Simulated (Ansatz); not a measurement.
# RPA@PBE/def2-SVP run of SiNH3ClO (SMILES [NH][SiH](O)Cl)

What is the energy change on altering one bond length of SiNH3ClO at RPA@PBE/def2-SVP? 

The results are computed with Ansatz 0.2.0.

127 further runs of the same task are left out: 1 that didn't finish, 126 set aside as unsound or not needed. Runs told in other sessions of the task aren't counted.

## 1. The molecule

The species is SiNH3ClO (7 atoms), meant as a doublet with charge 0. As SMILES, `[NH][SiH](O)Cl`. The coordinates come from a PBE0-D4/def2-TZVP relaxation. This is one conformer, not always the lowest.

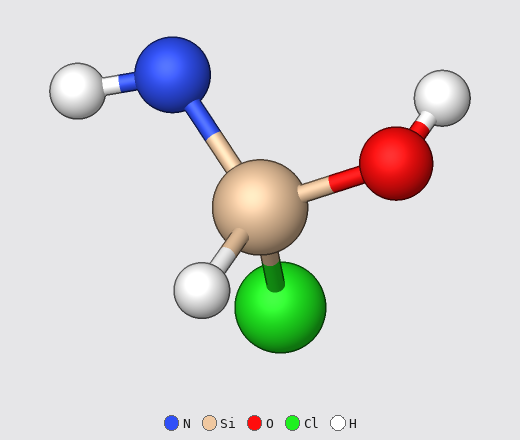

Viewed from a chosen angle; nitrogen blue, silicon light orange, oxygen red, chlorine green, hydrogen white.

## 2. The energy at RPA@PBE/def2-SVP

Input file job.yaml:

```yaml
crystal:
  periodic: [false, false, false]
  atoms:
    - symbol: N
      position_ang: [-0.309900, 1.111500, -0.879100]
    - symbol: Si
      position_ang: [-0.073900, -0.114300, 0.330400]
    - symbol: O
      position_ang: [1.465600, -0.630300, 0.304800]
    - symbol: Cl
      position_ang: [-1.390000, -1.593900, -0.221000]
    - symbol: H
      position_ang: [-1.151500, 1.677300, -0.756300]
    - symbol: H
      position_ang: [-0.348600, 0.280200, 1.724700]
    - symbol: H
      position_ang: [1.869600, -0.798400, -0.549200]
basis:
  gaussian: {orbitals: def2-SVP}
hamiltonian: {xc: pbe}
correlation: {method: rpa, frozen_orbitals: {Cl: 5, H: 0, "N": 1, O: 1, Si: 5}}
magnetization: {spin_polarized: true, initial_magnetization: 1}
accuracy: high
```

The run is started by

```console
$ ansatz run job.yaml --threads 1 --pin off --max-ram 3480MiB --events-out events.jsonl --progress --plain --runs-dir runs
```

The program printed:

```text
Warning: RAYON_NUM_THREADS=1 ignored (pool sized by the plan → 1); use --threads N
Functional definition: PBE
  name "PBE"
  parameter kappa = 0.804
  parameter beta = 0.06672455060314922
  exchange = pbe_x(kappa = kappa, mu = beta*pi^2/3)
  correlation = pbe_c(beta = beta)
1659 factors; integrals over basis functions are off by at most 4.1e-9 eV
mean field evaluation 1: about -23943.5614 eV, gradient 6.4e1 eV
mean field evaluation 2: about -23943.5537 eV, gradient 6.4e1 eV
mean field evaluation 4: about -23960.4584 eV, gradient 2.4e1 eV
mean field evaluation 8: about -23964.7306 eV, gradient 1.5e0 eV
mean field evaluation 16: about -23964.7409 eV, gradient 2.8e-3 eV
mean field evaluation 32: about -23963.9137 eV, gradient 7.7e0 eV
mean field evaluation 64: about -23951.8633 eV, gradient 5.4e1 eV
mean field -23964.74085754 eV, -880.6879826300 hartree, gradient 3.1e-8 eV, S^2 0.752487; 5 other end points of the search recorded, 0 dependent functions left out
12 core orbitals not correlated: weight in the atoms' cores, before any rotation towards them, 1.000 or more for the frozen orbitals, at most 0.000 for the correlated occupied ones
reference -23923.77803050 eV, -879.1826265017 hartree; 13, 12 occupied and 54, 55 virtual orbitals, 1659 factors
Total energy: -23947.82523523 eV, -880.0663449756 hartree
```

Run time: 20 s. Hardware: 1 thread of Arm Neoverse V1, shared host; peak memory 0.29 GiB.

## 3. The distorted shape

Input file molecule.yaml:

```yaml
basis:
  gaussian:
    orbitals: def2-SVP
crystal:
  periodic: [false, false, false]
  atoms:
    - symbol: "N"
      position_ang: [0.110918, 0.828588, -0.940503]
    - symbol: Si
      position_ang: [0.346918, -0.397212, 0.268997]
    - symbol: O
      position_ang: [1.886418, -0.913212, 0.243397]
    - symbol: Cl
      position_ang: [-0.969182, -1.876812, -0.282403]
    - symbol: H
      position_ang: [-1.151500, 1.677300, -0.756300]
    - symbol: H
      position_ang: [0.072218, -0.002712, 1.663297]
    - symbol: H
      position_ang: [2.290418, -1.081312, -0.610603]
magnetization:
  spin_polarized: true
  initial_magnetization: 1
hamiltonian:
  xc: {name: PBE}
correlation:
  method: rpa
  frozen_orbitals: {Cl: 5, H: 0, "N": 1, O: 1, Si: 5}
accuracy: high
```

The run is started by

```console
$ ansatz run molecule.yaml --threads 1 --pin off --max-ram 3480MiB --events-out events.jsonl --progress --plain --runs-dir runs
```

The program printed, shortened:

```text
Warning: RAYON_NUM_THREADS=1 ignored (pool sized by the plan → 1); use --threads N
[... 2 set-up lines as earlier in the session ...]
[...]
1660 factors; integrals over basis functions are off by at most 6.3e-9 eV
[...]
mean field -23962.78135298 eV, -880.6159721654 hartree, gradient 6.3e-8 eV, S^2 0.757702; 5 other end points of the search recorded, 0 dependent functions left out
12 core orbitals not correlated: weight in the atoms' cores, before any rotation towards them, 1.000 or more for the frozen orbitals, at most 0.000 for the correlated occupied ones
reference -23921.08616382 eV, -879.0837022258 hartree; 13, 12 occupied and 54, 55 virtual orbitals, 1660 factors
Total energy: -23945.80847341 eV, -879.9922303460 hartree
```

It took 19 s on 1 thread of Arm Neoverse V1, shared host; peak memory 0.29 GiB.

## 4. Results

At RPA@PBE/def2-SVP, 12 core orbitals frozen:

| quantity | value |
| --- | --- |
| first shape: total energy | -880.06634 Eh |
| first shape: RPA correlation energy (valence) | -883.7 mEh |
| first shape: ⟨S²⟩ of the reference determinant | 0.752 |
| distorted shape: total energy | -879.99223 Eh |
| distorted shape: RPA correlation energy (valence) | -908.5 mEh |
| distorted shape: ⟨S²⟩ of the reference determinant | 0.758 |
| energy change with the N1–H5 bond stretched from 1.022 to 1.532 Å | 2.017 eV |

**Reading.** With the N1–H5 bond stretched from 1.022 to 1.532 Å the energy rises by 2.02 eV (195 kJ/mol). The first shape isn't relaxed at this level, so the change isn't measured from a minimum.
